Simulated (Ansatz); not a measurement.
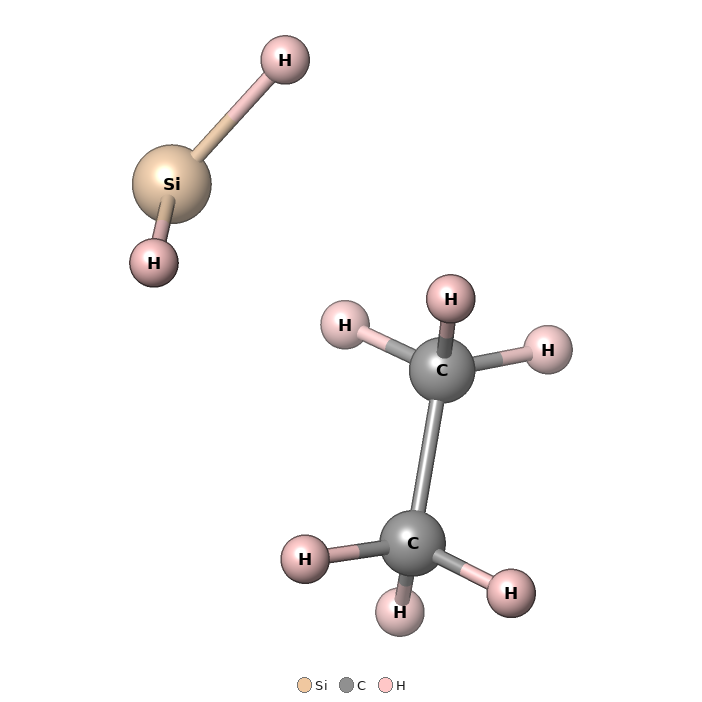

Distant atoms are faded towards the background colour. Computed geometry: PBE0-D4/def2-TZVP optimisation.

Which symmetry elements does this geometry have?

Answer. It has no symmetry element but the identity, so the point group is C1. The group has 1 operation. The geometry is chiral, and symmetry allows a dipole moment.
